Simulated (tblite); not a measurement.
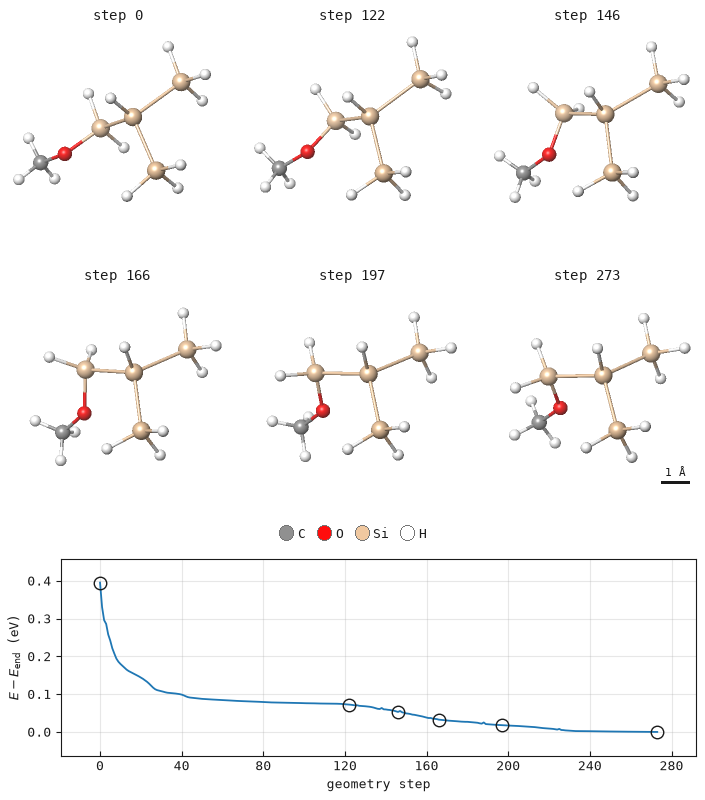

Frames of a relaxation of CH$_{12}$OSi$_{4}$, marked on the history of the run. The picture is a ball-and-stick view, seen at a tilt.

These are results of GFN2-xTB geometry optimisation, gas phase (tblite), not measurements. 

**What happens along the run?**

Over 273 geometry steps the energy falls by 0.395 eV. An H atom moves most after the best rigid fit: 3.33 Å. Largest moves by element: H 3.33 Å, Si 1.22 Å, C 1.18 Å, O 1.13 Å. Near-neighbour distances that change, for instance: Si–Si 2.259 → 2.333 Å, Si–Si 2.283 → 2.333 Å, C–O 1.432 → 1.390 Å, O–Si 1.655 → 1.631 Å. Among the angles between lasting bonds that change: O–Si–Si 110.5° → 95.7°, Si–Si–H 110.3° → 119.4°, C–O–Si 118.3° → 127.0°. Groups turn about Si–Si by about 120°. Cost: 9.5 s on 1 thread of Intel(R) Xeon(R) Processor @ 2.50GHz (shared host). From step 0 to 122: H atoms move most (0.74 Å), energy −0.323 eV. From step 122 to 146: H atoms move most (0.97 Å), energy −0.019 eV. From step 146 to 166: an H atom moves most (0.94 Å), energy −0.020 eV. From step 166 to 197: H atoms move most (0.71 Å), energy −0.015 eV. From step 197 to 273: an H atom moves most (0.94 Å), energy −0.018 eV.

| step | E − E(0), eV |
| --- | --- |
| 0 | 0.0000 |
| 1 | -0.0648 |
| 2 | -0.0993 |
| 3 | -0.1093 |
| 4 | -0.1372 |
| 5 | -0.1533 |
| 6 | -0.1736 |
| 7 | -0.1878 |
| 8 | -0.2010 |
| 9 | -0.2093 |
| 10 | -0.2152 |
| 24 | -0.2672 |
| 38 | -0.2942 |
| 52 | -0.3084 |
| 65 | -0.3123 |
| 79 | -0.3157 |
| 93 | -0.3179 |
| 107 | -0.3199 |
| 121 | -0.3224 |
| 135 | -0.3323 |
| 148 | -0.3432 |
| 162 | -0.3582 |
| 176 | -0.3675 |
| 190 | -0.3748 |
| 204 | -0.3793 |
| 218 | -0.3854 |
| 231 | -0.3925 |
| 245 | -0.3935 |
| 259 | -0.3946 |
| 273 | -0.3952 |
